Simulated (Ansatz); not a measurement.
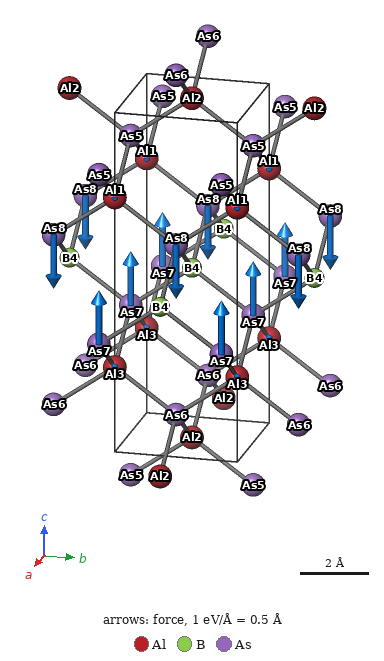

Starting geometry of a crystal of Al3BAs4 (a generated structure, set up in P-4m2) (coarse preliminary run) with the computed forces as blue arrows. The picture is a ball-and-stick view of the cell of the calculation, seen slightly off an axis.

These are results of Ansatz, DFT PBE, scalar-relativistic, plane waves, PAW, not measurements. Settings: plane-wave cutoff 420 eV; k-point mesh 4 × 4 × 2; occupations gaussian; smearing width 0.1 eV; no spin polarisation; cell and atoms relaxed; force threshold 0.04 eV/Å; at most 70 steps.

Is this structure relaxed? If not, where do the atoms go?

Answer. It isn't relaxed: the largest force vector, on As atoms, is 3.39 eV/Å. The atoms end up moving mostly along the starting forces (cosine between the two patterns 0.86). The largest moves relative to the cell, 0.27 Å, are those of As7 and As8. As7 goes along +c. By element the largest moves are As 0.27 Å, Al 0.17 Å. B stays in place. The drawn cell changes as follows: a = b 3.758 → 3.881 Å (+3.3 %), c 10.628 → 11.158 Å (+5.0 %); the volume changes by +12.0 %. Near-neighbour distances that change, for instance: Al1–As8 2.301 → 2.452 Å, Al1–As5 2.301 → 2.439 Å, B4–As7 2.301 → 2.242 Å. Among the angles between lasting bonds that change: B4–As7–B4 109.5° → 119.9°, As7–B4–As7 109.5° → 119.9°, As7–B4–As8 109.5° → 104.5°. The space group stays P-4m2 (No. 115). After 4 accepted moves (6 points after the start) the energy has fallen by 197 meV per atom. The largest force component goes from 3.4 to 0.0053 eV/Å. Pressure: 13.59 GPa at the start and 0.03 GPa at the end. The SCF was repeated twice at an unchanged geometry on a basis and grid sized afresh for the cell, which shifted the energy by 0.9 meV per atom at most.
